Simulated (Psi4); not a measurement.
# SiPH5 (SMILES [SiH3]P): OMP2/def2-SVPD (density fitting for correlation)

Aim: the energy change on altering one bond length of SiPH5 at OMP2/def2-SVPD (density fitting for correlation), from 2 runs. The job is set up through a Python script.

The results are computed with Psi4 1.11.

## Step 1: The system as given

SiPH5 has 7 atoms, charge 0, and is taken as a singlet. As SMILES, `[SiH3]P`. The shape is that of a GFN2-xTB optimisation.

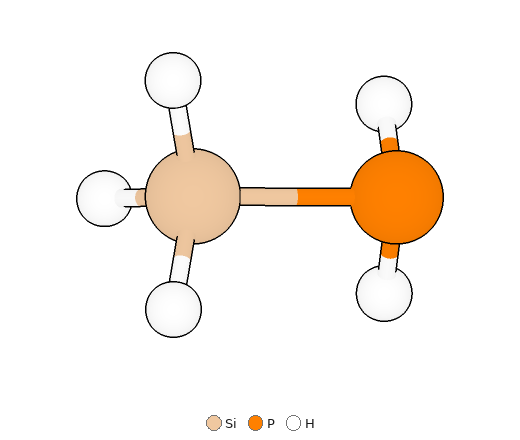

Viewed from a chosen angle; silicon light orange, phosphorus orange, hydrogen white.

## Step 2: The energy at OMP2/def2-SVPD (density fitting for correlation)

File calc.py:

```python
import psi4

psi4.set_memory('1600 MB')
psi4.set_num_threads(1)
psi4.core.set_output_file('h5psi.out', False)

molecule = psi4.geometry("""
0 1
Si    -1.21099319    -0.68323048    -0.74818037
P      2.00558523    -0.01723430     1.90423922
H     -3.44969504    -1.13939147     0.80566584
H     -0.56487693    -2.91836075    -2.23862626
H     -1.68282001     1.45302931    -2.44466310
H      1.25606316     2.38150845     2.62127690
H      3.64671789     0.92367923     0.10026887
units au
symmetry c1
no_reorient
no_com
""")

psi4.set_options({
    'basis': 'def2-SVPD',
    'reference': 'rhf',
    'puream': True,
    'e_convergence': 1e-09,
    'd_convergence': 1e-08,
    'scf_type': 'pk',
    'num_frozen_docc': 10,
})

energy_value, wavefunction = psi4.energy("omp2", return_wfn=True)
print('E =', round(energy_value, 9))
```

Command:

```sh
$ python calc.py
```

h5psi.out:

```text
[...]
  Running in c1 symmetry.
[...]
  Nuclear repulsion =   91.502975548906178
[...]
  Multiplicity = 1
[...]
  Nalpha       = 17
  Nbeta        = 17
[...]
    Number of basis functions: 88
[...]
   @RHF iter   1:  -632.33960574747243   -4.26348e-01   1.94493e-03 ADIIS/DIIS
[...]
   @RHF iter  10:  -632.37945436223526   -1.09139e-11   6.62776e-09 DIIS
[...]
    Orbital Energies [Eh]
    ---------------------
    Doubly Occupied:
       1A    -79.906860     2A    -68.762377     3A     -7.477216
       4A     -6.133055     5A     -5.376216     6A     -5.375835
       7A     -5.374801     8A     -4.243465     9A     -4.243127
      10A     -4.243010    11A     -0.864440    12A     -0.706425
      13A     -0.539193    14A     -0.504585    15A     -0.486198
      16A     -0.448327    17A     -0.367203
[...]
  @RHF Final Energy:  -632.37945436223526
   => Energetics <=
    Nuclear Repulsion Energy =             91.5029755489061785
    One-Electron Energy =               -1057.6601961754138301
    Two-Electron Energy =                 333.7777662642724863
    Total Energy =                       -632.3794543622351512
[...]
 Multipole Moments:
 ------------------------------------------------------------------------------------
     Multipole            Electronic (a.u.)      Nuclear  (a.u.)        Total (a.u.)
 ------------------------------------------------------------------------------------
 L = 1.  Multiply by 2.5417464519 to convert [e a0] to [Debye]
 Dipole X            :        -12.4547646           12.3352629           -0.1195017
 Dipole Y            :          9.3343762           -9.1232765            0.2110997
 Dipole Z            :        -17.1673520           16.9329854           -0.2343667
 Magnitude           :                                                    0.3373003
[...]
	Warning: cc_lambda option is changed to TRUE
	For this residual convergence, default PCG convergence is:     1.00e-07
[...]
	DF-MP2 Total Energy (a.u.)         :  -632.62280712878385
[...]
	DF-MP2 Total Energy (a.u.)         :  -632.62582137822096
[...]
	DF-OMP2 Total Energy (a.u.)        :  -632.62582137821948
[...]
```

Standard output:

```text
E = -632.625821378
```

Run time: 16 s. Hardware: 1 thread of AMD EPYC 7B13 (Zen 3), shared host; peak memory 0.3 GiB.

## Step 3: The distorted shape, same level

File calc.py:

```python
import psi4

psi4.set_memory(1600000000)
psi4.set_num_threads(1)
psi4.core.set_output_file('output.dat', False)

geom = psi4.geometry("""
0 1
Si    -0.323532    -1.377020    -0.699467
P      1.378608    -1.024590     0.704133
H     -1.508202    -1.618410     0.122793
H      0.018378    -2.559800    -1.488177
H     -0.573212    -0.246560    -1.597207
H      0.664680     1.260240     1.387120
H      2.247058    -0.526680    -0.250487
symmetry c1
no_reorient
no_com
""")

psi4.set_options({
    'puream': True,
    'e_convergence': 1e-09,
    'd_convergence': 1e-08,
    'scf_type': 'pk',
    'num_frozen_docc': 10,
})

energy_value = psi4.energy("omp2/def2-SVPD", molecule=geom)
print(f'omp2/def2-SVPD energy: {energy_value:.10f} Eh')
for k, v in sorted(psi4.core.scalar_variables().items()):
    print(f'{k:45s} {v:18.10f}')
```

Command:

```sh
$ python calc.py
```

output.dat:

```text
[...]
  Running in c1 symmetry.
[...]
  Nuclear repulsion =   88.210948712949431
[...]
  Multiplicity = 1
[...]
  Nalpha       = 17
  Nbeta        = 17
[...]
    Number of basis functions: 88
[...]
   @RHF iter   1:  -632.17677671699744   -6.19956e-01   2.27649e-03 ADIIS/DIIS
[...]
   @RHF iter  12:  -632.24836112208698   -9.66338e-12   4.19299e-09 DIIS
[...]
    Orbital Energies [Eh]
    ---------------------
    Doubly Occupied:
       1A    -79.964865     2A    -68.773181     3A     -7.528425
       4A     -6.144053     5A     -5.426209     6A     -5.425717
       7A     -5.424733     8A     -4.254578     9A     -4.254014
      10A     -4.253896    11A     -0.850122    12A     -0.707209
      13A     -0.523782    14A     -0.508193    15A     -0.479738
      16A     -0.400116    17A     -0.344191
[...]
  @RHF Final Energy:  -632.24836112208698
   => Energetics <=
    Nuclear Repulsion Energy =             88.2109487129494312
    One-Electron Energy =               -1050.3925741853381624
    Two-Electron Energy =                 329.9332643503017835
    Total Energy =                       -632.2483611220869761
[...]
 Multipole Moments:
 ------------------------------------------------------------------------------------
     Multipole            Electronic (a.u.)      Nuclear  (a.u.)        Total (a.u.)
 ------------------------------------------------------------------------------------
 L = 1.  Multiply by 2.5417464519 to convert [e a0] to [Debye]
 Dipole X            :        -32.1035043           32.1222714            0.0187671
 Dipole Y            :         72.0007270          -72.4489627           -0.4482357
 Dipole Z            :          1.4389324           -1.9964975           -0.5575651
 Magnitude           :                                                    0.7156440
[...]
	Warning: cc_lambda option is changed to TRUE
	For this residual convergence, default PCG convergence is:     1.00e-07
[...]
	DF-MP2 Total Energy (a.u.)         :  -632.50490327705234
[...]
	DF-MP2 Total Energy (a.u.)         :  -632.51137157838514
[...]
	DF-OMP2 Total Energy (a.u.)        :  -632.51137157840026
[...]
```

The script printed:

```text
omp2/def2-SVPD energy: -632.5113715784 Eh
CURRENT CORRELATION ENERGY                         -0.2630104563
CURRENT ENERGY                                   -632.5113715784
CURRENT REFERENCE ENERGY                         -632.2483611221
DD SOLVATION ENERGY                                 0.0000000000
HF KINETIC ENERGY                                 631.7487788450
HF POTENTIAL ENERGY                             -1263.9971399670
HF TOTAL ENERGY                                  -632.2483611221
HF VIRIAL RATIO                                     2.0007907926
MP2 CORRELATION ENERGY                             -0.2565421550
MP2 DOUBLES ENERGY                                 -0.2565421550
MP2 SINGLES ENERGY                                  0.0000000000
MP2 TOTAL ENERGY                                 -632.5049032771
NUCLEAR REPULSION ENERGY                           88.2109487129
OMP2 CORRELATION ENERGY                            -0.2630104563
OMP2 REFERENCE CORRECTION ENERGY                    0.0068525192
OMP2 TOTAL ENERGY                                -632.5113715784
ONE-ELECTRON ENERGY                             -1050.3925741853
PCM POLARIZATION ENERGY                             0.0000000000
PE ENERGY                                           0.0000000000
SCF ITERATION ENERGY                             -632.2483611221
SCF ITERATIONS                                     12.0000000000
SCF TOTAL ENERGY                                 -632.2483611221
SCS(N)-MP2 CORRELATION ENERGY                     632.2483611221
SCS(N)-MP2 TOTAL ENERGY                             0.0000000000
SCS(N)-OMP2 CORRELATION ENERGY                    632.2483611221
SCS(N)-OMP2 TOTAL ENERGY                            0.0000000000
SCS-MP2 CORRELATION ENERGY                        632.2483611221
SCS-MP2 TOTAL ENERGY                                0.0000000000
SCS-OMP2 CORRELATION ENERGY                       632.2483611221
SCS-OMP2 TOTAL ENERGY                               0.0000000000
SOS-MP2 CORRELATION ENERGY                        632.2483611221
SOS-MP2 TOTAL ENERGY                                0.0000000000
SOS-OMP2 CORRELATION ENERGY                       632.2483611221
SOS-OMP2 TOTAL ENERGY                               0.0000000000
TWO-ELECTRON ENERGY                               329.9332643503
```

Wall time 14 s (1 thread of AMD EPYC 7B13 (Zen 3), shared host); peak memory 0.29 GiB.

## Step 4: Outcome

Level: OMP2/def2-SVPD (density fitting for correlation), 10 core orbitals frozen.

| quantity | value |
| --- | --- |
| first shape: total energy | -632.62582 Eh |
| first shape: HOMO energy (Hartree–Fock orbitals) | -9.99 eV |
| first shape: LUMO energy (Hartree–Fock orbitals) | 2.26 eV |
| first shape: HOMO–LUMO gap (Hartree–Fock orbitals) | 12.25 eV |
| first shape: correlation energy (10 core orbitals frozen) | -246.4 mEh |
| distorted shape: total energy | -632.51137 Eh |
| distorted shape: HOMO energy (Hartree–Fock orbitals) | -9.37 eV |
| distorted shape: LUMO energy (Hartree–Fock orbitals) | -0.21 eV |
| distorted shape: HOMO–LUMO gap (Hartree–Fock orbitals) | 9.16 eV |
| distorted shape: correlation energy (10 core orbitals frozen) | -263.0 mEh |
| energy change with the P2–H6 bond stretched from 1.383 to 2.489 Å | 3.114 eV |

**Reading.** One bond (distorted shape) is far stretched, which a spin-restricted single reference describes badly; perturbation theory on it can break down and give far too much correlation. With the P2–H6 bond stretched from 1.383 to 2.489 Å the energy rises by 3.11 eV (300 kJ/mol). The first shape isn't relaxed at this level, so the change isn't measured from a minimum. A restricted reference can't describe the breaking bond well at this length.
